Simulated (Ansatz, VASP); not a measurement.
## Cross-check of Sr2NiWO6 between VASP and Ansatz

Wanted: the spread between two codes on one cell, functional and k mesh.

Main program and level: Ansatz 0.2.0; plane waves, with VASP 6.6.1 beside it; single point at PBEsol, DFT+U.

## Step 1: The structure

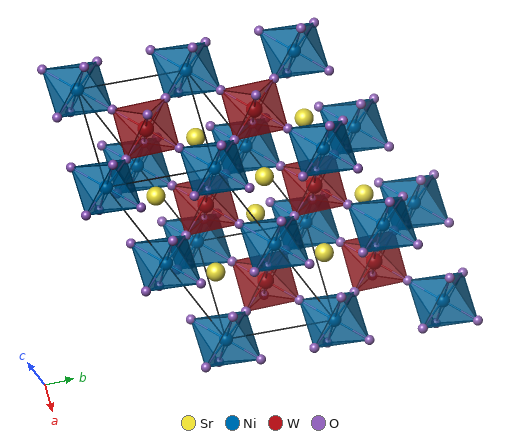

The cell as given, from a free direction (strontium yellow, nickel blue, tungsten red, oxygen purple). 1×2×1 cells are drawn. Some periodic images of atoms are drawn too.

## Step 2: VASP: single point, PBEsol, DFT+U

A single point gives forces, pressure and levels at one fixed geometry, so differences don't come from the geometry; what else differs is listed under the comparison.

Lines of VASP's logs that name or quote its potential files are left out, and so is its time.

File INCAR:

```
SYSTEM = Sr2NiWO6
PREC = Normal
ENCUT = 480
EDIFF = 1E-06
NELM = 150
ISMEAR = -1
SIGMA = 0.1
LREAL = Auto
ALGO = Normal
GGA = PS
NBANDS = 102
ISPIN = 2
MAGMOM = 0 0 0 0 2 -2 0 0 0 0 0 0 0 0 0 0 0 0 0 0
LDAU = .TRUE.
LDAUTYPE = 2
LDAUL = -1 2 -1 -1
LDAUU = 0 6 0 0
LDAUJ = 0 0 0 0
LDAUPRINT = 1
LASPH = .TRUE.
LMAXMIX = 4
LORBIT = 11
LWAVE = .FALSE.
LCHARG = .TRUE.
KPAR = 4
AMIX = 0.2
BMIX = 1E-04
AMIX_MAG = 0.8
BMIX_MAG = 1E-04
```

File POSCAR:

```
Sr2NiWO6
1.0
   -2.7785500000      2.7785500000      3.9565500000
    2.7785500000     -2.7785500000      3.9565500000
    5.5571000000      5.5571000000     -7.9131000000
Sr Ni W O
4 2 2 12
Direct
    0.7500000000      0.2500000000      0.2500000000
    0.7500000000      0.2500000000      0.7500000000
    0.2500000000      0.7500000000      0.2500000000
    0.2500000000      0.7500000000      0.7500000000
    0.0000000000      0.0000000000      0.0000000000
    0.0000000000      0.0000000000      0.5000000000
    0.5000000000      0.5000000000      0.0000000000
    0.5000000000      0.5000000000      0.5000000000
    0.2270000000      0.2890000000      0.2580000000
    0.2270000000      0.2890000000      0.7580000000
    0.2890000000      0.7730000000      0.0310000000
    0.2890000000      0.7730000000      0.5310000000
    0.7730000000      0.7110000000      0.2420000000
    0.7730000000      0.7110000000      0.7420000000
    0.7110000000      0.2270000000      0.4690000000
    0.7110000000      0.2270000000      0.9690000000
    0.2550000000      0.2550000000      0.0000000000
    0.2550000000      0.2550000000      0.5000000000
    0.7450000000      0.7450000000      0.0000000000
    0.7450000000      0.7450000000      0.5000000000
```

File KPOINTS:

```
Automatic mesh
0
Gamma
6 6 3
0 0 0
```

The projector-augmented-wave data sets are Sr_sv, Ni, W and O (PBE family, release 64).

Started as:

```sh
> mpirun -np 4 vasp_std
```

Numbers of over 12 decimals in the logs are rounded to 6 here.

What it wrote:

```text
[banner, memory and clock lines left out]
running    4 mpi-ranks, on    1 nodes
 distrk:  each k-point on    1 cores,    4 groups
 distr:  one band on    1 cores,    1 groups

 POSCAR found type information on POSCAR SrNiW O
 POSCAR found :  4 types and      20 ions
|                                                                             |
|               ----> ADVICE to this user running VASP <----                  |
|                                                                             |
|     You enforced a specific xc type in the INCAR file but a different       |
|     [... a line on the potential file left out ...]
|     I HOPE YOU KNOW WHAT YOU ARE DOING!                                     |
|                                                                             |

 LDA part: xc-table for (Slater+PW92), standard interpolation
 POSCAR, INCAR and KPOINTS ok, starting setup
 FFT: planning ... GRIDC
 FFT: planning ... GRID_SOFT
 FFT: planning ... GRID
 WAVECAR not read
 entering main loop
       N       E                     dE             d eps       ncg     rms          rms(c)
DAV:   1     0.137831742923E+04    0.13783E+04   -0.64349E+04 13872   0.138E+03
DAV:   2     0.203477827764E+02   -0.13580E+04   -0.12371E+04 14704   0.397E+02
DAV:   3    -0.166891304083E+03   -0.18724E+03   -0.17900E+03 16186   0.152E+02
DAV:   4    -0.176824267780E+03   -0.99330E+01   -0.97999E+01 18480   0.362E+01
DAV:   5    -0.177450259529E+03   -0.62599E+00   -0.62474E+00 24440   0.737E+00    0.883E+01
DAV:   6    -0.155774845965E+03    0.21675E+02   -0.44741E+01 20016   0.353E+01    0.619E+01
DAV:   7    -0.154639551315E+03    0.11353E+01   -0.32075E+01 20552   0.292E+01    0.328E+01
DAV:   8    -0.154230895326E+03    0.40866E+00   -0.10220E+01 20046   0.171E+01    0.260E+01
DAV:   9    -0.154060946383E+03    0.16995E+00   -0.11680E+00 19920   0.688E+00    0.407E+00
DAV:  10    -0.154073535794E+03   -0.12589E-01   -0.33970E-01 20264   0.309E+00    0.181E+00
DAV:  11    -0.154058892580E+03    0.14643E-01   -0.46555E-02 17032   0.968E-01    0.171E+00
DAV:  12    -0.154058978296E+03   -0.85715E-04   -0.45377E-03 19640   0.304E-01    0.146E+00
DAV:  13    -0.154054391573E+03    0.45867E-02   -0.18814E-02 20304   0.790E-01    0.815E-01
DAV:  14    -0.154055604149E+03   -0.12126E-02   -0.60118E-03 19216   0.286E-01    0.303E-01
[...]
DAV:  19    -0.154056024494E+03   -0.13964E-04   -0.58250E-06 17512   0.236E-02    0.131E-02
DAV:  20    -0.154056036188E+03   -0.11693E-04   -0.31158E-06 15056   0.200E-02    0.109E-02
DAV:  21    -0.154056058087E+03   -0.21899E-04   -0.10061E-05 19336   0.394E-02    0.103E-02
DAV:  22    -0.154056069983E+03   -0.11896E-04   -0.10012E-05 18568   0.251E-02    0.937E-03
DAV:  23    -0.154056082334E+03   -0.12351E-04   -0.84760E-06 17632   0.381E-02    0.778E-03
DAV:  24    -0.154056088660E+03   -0.63259E-05   -0.10650E-05 18568   0.320E-02    0.461E-03
DAV:  25    -0.154056090428E+03   -0.17677E-05   -0.52483E-06 15984   0.198E-02    0.199E-03
DAV:  26    -0.154056090815E+03   -0.38783E-06   -0.17434E-06 11992   0.630E-03
   1 F= -.15405609E+03 E0= -.15405609E+03  d E =-.135364E-05  mag=     0.0000
```

From OUTCAR (step 2):

```text
ion  position               nearest neighbor table
   1  0.750  0.250  0.250-   9 2.62  11 2.62  13 2.62  15 2.62  18 2.78  17 2.78  20 2.78  19 2.78
                            16 2.97  13 2.97  12 2.97   9 2.97   7 3.41   8 3.41   8 3.41   7 3.41
   2  0.750  0.250  0.750-  10 2.62  12 2.62  14 2.62  16 2.62  17 2.78  18 2.78  19 2.78  20 2.78
                            15 2.97  14 2.97  11 2.97  10 2.97   7 3.41   8 3.41   7 3.41   8 3.41
   3  0.250  0.750  0.250-  13 2.62  15 2.62   9 2.62  11 2.62  18 2.78  17 2.78  20 2.78  19 2.78
                            12 2.97   9 2.97  16 2.97  13 2.97   6 3.41   7 3.41   8 3.41   6 3.41
   4  0.250  0.750  0.750-  14 2.62  16 2.62  10 2.62  12 2.62  17 2.78  18 2.78  19 2.78  20 2.78
                            11 2.97  10 2.97  15 2.97  14 2.97   6 3.41   7 3.41   8 3.41   5 3.41
   5  0.000  0.000  0.000-  17 2.02  19 2.02  11 2.04  16 2.04  14 2.04   9 2.04   1 3.41   3 3.41
                             1 3.41   2 3.41   3 3.41   4 3.41   2 3.41   4 3.41
   6  0.000  0.000  0.500-  18 2.02  20 2.02  12 2.04  15 2.04  13 2.04  10 2.04   2 3.41   4 3.41
                             1 3.41   2 3.41   3 3.41   4 3.41   1 3.41   3 3.41
   7  0.500  0.500  0.000-  10 1.92  13 1.92  11 1.92  16 1.92  17 1.94  19 1.94   3 3.41   1 3.41
                             1 3.41   2 3.41   3 3.41   4 3.41   4 3.41   2 3.41
   8  0.500  0.500  0.500-   9 1.92  14 1.92  12 1.92  15 1.92  18 1.94  20 1.94   4 3.41   2 3.41
                             1 3.41   2 3.41   3 3.41   4 3.41   3 3.41   1 3.41
   9  0.227  0.289  0.258-   8 1.92   5 2.04   1 2.62   3 2.62   3 2.97   1 2.97
  10  0.227  0.289  0.758-   7 1.92   6 2.04   2 2.62   4 2.62   4 2.97   2 2.97
  11  0.289  0.773  0.031-   7 1.92   5 2.04   1 2.62   3 2.62   4 2.97   2 2.97
  12  0.289  0.773  0.531-   8 1.92   6 2.04   2 2.62   4 2.62   3 2.97   1 2.97
  13  0.773  0.711  0.242-   7 1.92   6 2.04   3 2.62   1 2.62   1 2.97   3 2.97
  14  0.773  0.711  0.742-   8 1.92   5 2.04   4 2.62   2 2.62   2 2.97   4 2.97
  15  0.711  0.227  0.469-   8 1.92   6 2.04   3 2.62   1 2.62   2 2.97   4 2.97
  16  0.711  0.227  0.969-   7 1.92   5 2.04   4 2.62   2 2.62   1 2.97   3 2.97
  17  0.255  0.255  0.000-   7 1.94   5 2.02   1 2.78   3 2.78   4 2.78   2 2.78
  18  0.255  0.255  0.500-   8 1.94   6 2.02   2 2.78   4 2.78   3 2.78   1 2.78
  19  0.745  0.745  0.000-   7 1.94   5 2.02   2 2.78   4 2.78   3 2.78   1 2.78
  20  0.745  0.745  0.500-   8 1.94   6 2.02   1 2.78   3 2.78   4 2.78   2 2.78

  LATTYP: Found a base centered orthorhombic cell.
 ALAT       =     7.8589261875
 B/A-ratio  =     1.0068932843
 C/A-ratio  =     1.0000000000

 Subroutine GETGRP returns: Found  4 space group operations
 (whereof  4 operations were pure point group operations)

The static configuration has the point symmetry C_2h.

 Found     34 irreducible k-points:

   k-points           NKPTS =     34   k-points in BZ     NKDIM =     34   number of bands    NBANDS=    102

   dimension x,y,z NGX =    30 NGY =   30 NGZ =   60
   dimension x,y,z NGXF=    60 NGYF=   60 NGZF=  120

   ENCUT  =  480.0 eV  35.28 Ry    5.94 a.u.   9.96  9.96 19.92*2*pi/ulx,y,z

   NELECT =     144.0000    total number of electrons

 k-points in reciprocal lattice and weights: Automatic mesh
   0.00000000  0.00000000  0.00000000       0.009
   0.16666667  0.00000000  0.00000000       0.037
  -0.16666667  0.00000000  0.33333333       0.037
   0.33333333  0.00000000 -0.00000000       0.037
  -0.33333333  0.00000000 -0.33333333       0.037
   0.50000000  0.00000000  0.00000000       0.019
   0.16666667  0.16666667 -0.00000000       0.037
   0.33333333  0.16666667 -0.00000000       0.037
   0.50000000  0.16666667  0.00000000       0.037
[...]
-0.33333333  0.50000000  0.33333333       0.037
[...]
k-point     2 :       0.1667    0.0000    0.0000
  band No.  band energies     occupation
    ...
     68       2.7380      1.00000
     69       2.8133      1.00000
     70       2.8986      1.00000
     71       2.9239      1.00000
     72       2.9680      1.00000
     73       6.1752      0.00000
     74       6.2922      0.00000
     75       6.3277      0.00000
     76       6.3892      0.00000
     77       6.8530      0.00000
    ...

 k-point     3 :      -0.1667    0.0000    0.3333
  band No.  band energies     occupation
    ...
     68       2.7420      1.00000
     69       2.8140      1.00000
     70       2.8992      1.00000
     71       2.9258      1.00000
     72       2.9685      1.00000
     73       6.1800      0.00000
     74       6.2956      0.00000
     75       6.3247      0.00000
     76       6.3880      0.00000
     77       6.8357      0.00000
    ...

 k-point     4 :       0.3333    0.0000   -0.0000
  band No.  band energies     occupation
    ...
     68       2.6447      1.00000
     69       2.6917      1.00000
     70       2.7523      1.00000
     71       3.0172      1.00000
     72       3.0563      1.00000
     73       6.3096      0.00000
     74       6.3223      0.00000
     75       6.4055      0.00000
     76       6.5375      0.00000
     77       6.6092      0.00000
    ...

 k-point     5 :      -0.3333    0.0000   -0.3333
  band No.  band energies     occupation
    ...
     68       2.6428      1.00000
     69       2.7146      1.00000
     70       2.7516      1.00000
     71       3.0096      1.00000
     72       3.0662      1.00000
     73       6.3172      0.00000
     74       6.3542      0.00000
     75       6.4046      0.00000
     76       6.5278      0.00000
     77       6.5392      0.00000
    ...

 k-point     6 :       0.5000    0.0000    0.0000
  band No.  band energies     occupation
    ...
     68       2.4830      1.00000
     69       2.6133      1.00000
     70       2.6189      1.00000
     71       3.2050      1.00000
     72       3.2644      1.00000
     73       6.3242      0.00000
     74       6.3248      0.00000
     75       6.4284      0.00000
     76       6.4312      0.00000
     77       6.5895      0.00000
    ...

 spin component 2
 k-point     1 :       0.0000    0.0000    0.0000
  band No.  band energies     occupation
    ...
     68       2.6243      1.00000
     69       2.8084      1.00000
     70       3.0024      1.00000
     71       3.0571      1.00000
     72       3.0648      1.00000
     73       6.0881      0.00000
     74       6.2584      0.00000
     75       6.2632      0.00000
     76       6.2949      0.00000
     77       6.8415      0.00000
    ...

  Total       -2.9416403     -2.9372018     -4.4916739     -0.0107159      0.0000000      0.0000000
  in kB      -19.2866619    -19.2575615    -29.4493504     -0.0702583      0.0000000      0.0000000
  external PRESSURE =     -22.6645246 kB  Pullay stress =       0.0000000 kB

  energy-cutoff  :      480.00
  volume of cell :      244.37
      direct lattice vectors                 reciprocal lattice vectors
    -2.778550000  2.778550000  3.956550000     0.000000000  0.179949974  0.126372724
     2.778550000 -2.778550000  3.956550000     0.179949974  0.000000000  0.126372724
     5.557100000  5.557100000 -7.913100000     0.089974987  0.089974987  0.000000000

 POSITION                                       TOTAL-FORCE (eV/Angst)
 -----------------------------------------------------------------------------------
     -0.00000      2.77855      1.97828        -0.000000      0.000000      0.000221
      2.77855      5.55710     -1.97828        -0.000000      0.000000      0.000221
      2.77855     -0.00000      1.97828        -0.000000      0.000000     -0.000221
      5.55710      2.77855     -1.97828        -0.000000      0.000000     -0.000221
      0.00000      0.00000      0.00000        -0.000000      0.000000      0.000000
      2.77855      2.77855     -3.95655        -0.000000      0.000000      0.000000
      0.00000      0.00000      3.95655        -0.000000      0.000000      0.000000
      2.77855      2.77855      0.00000        -0.000000      0.000000      0.000000
      1.60600      1.26146     -0.00000        -0.126864     -0.201762      0.000000
      4.38455      4.04001     -3.95655        -0.126864     -0.201762      0.000000
      1.51709     -1.17255      3.95655         0.200433     -0.125297     -0.000000
      4.29564      1.60600      0.00000         0.200433     -0.125297     -0.000000
      1.17255      1.51709      3.95655         0.126864      0.201762     -0.000000
      3.95110      4.29564      0.00000         0.126864      0.201762     -0.000000
      1.26146      3.95110     -0.00000        -0.200433      0.125297      0.000000
      4.04001      6.72965     -3.95655        -0.200433      0.125297      0.000000
      0.00000      0.00000      2.01784        -0.000000      0.000000      0.236996
      2.77855      2.77855     -1.93871        -0.000000      0.000000      0.236996
      0.00000      0.00000      5.89526        -0.000000     -0.000000     -0.236996
      2.77855      2.77855      1.93871        -0.000000     -0.000000     -0.236996
 -----------------------------------------------------------------------------------
    total drift:                                0.000000      0.000000     -0.000000

  FREE ENERGIE OF THE ION-ELECTRON SYSTEM (eV)
  ---------------------------------------------------
  free  energy   TOTEN  =      -154.0560908154 eV

  energy  without entropy=     -154.0560894618  energy(sigma->0) =     -154.05609014

 total charge
# of ion       s       p       d       tot
------------------------------------------
    1        1.996   5.757   0.204   7.957
    2        1.996   5.757   0.204   7.957
    3        1.996   5.757   0.204   7.957
    4        1.996   5.757   0.204   7.957
    5        0.348   0.473   8.241   9.061
    6        0.348   0.473   8.241   9.061
    7        0.722   1.156   4.152   6.030
    8        0.722   1.156   4.152   6.030
    9        1.561   3.471   0.000   5.032
   10        1.561   3.471   0.000   5.032
   11        1.561   3.471   0.000   5.032
   12        1.561   3.471   0.000   5.032
   13        1.561   3.471   0.000   5.032
   14        1.561   3.471   0.000   5.032
   15        1.561   3.471   0.000   5.032
   16        1.561   3.471   0.000   5.032
   17        1.559   3.465   0.000   5.024
   18        1.559   3.465   0.000   5.024
   19        1.559   3.465   0.000   5.024
   20        1.559   3.465   0.000   5.024
--------------------------------------------------
tot         28.849  67.917  25.599 122.365

 magnetization (x)
# of ion       s       p       d       tot
------------------------------------------
    1        0.000   0.000   0.000   0.000
    2        0.000   0.000   0.000   0.000
    3        0.000   0.000   0.000   0.000
    4        0.000   0.000   0.000   0.000
    5        0.006   0.006   1.789   1.800
    6       -0.006  -0.006  -1.789  -1.800
    7        0.003   0.006   0.009   0.018
    8       -0.003  -0.006  -0.009  -0.018
    9        0.004   0.027   0.000   0.031
   10       -0.004  -0.027   0.000  -0.031
   11        0.004   0.025   0.000   0.029
   12       -0.004  -0.025   0.000  -0.029
   13       -0.004  -0.027   0.000  -0.031
   14        0.004   0.027   0.000   0.031
   15       -0.004  -0.025   0.000  -0.029
   16        0.004   0.025   0.000   0.029
   17        0.005   0.027   0.000   0.031
   18       -0.005  -0.027   0.000  -0.031
   19        0.005   0.027   0.000   0.031
   20       -0.005  -0.027   0.000  -0.031
--------------------------------------------------
tot          0.000   0.000   0.000   0.000
```

The magnetic state follows from one typed start and may not be the lowest.

(Part 1 of 2 ends here.)

[Lines on the potential files, build, host, timing and source positions are cut from VASP's logs without a mark.]

[Logs are printed without paths, hosts, clocks, repeated set-up lines and the standing remarks that a program may print on its own settings, such as how far it seeks lower states.]

[Hosts, paths, dates, database ids (printed as entryN), source tags and the programs' standing remarks are cut or masked in the printed files.]
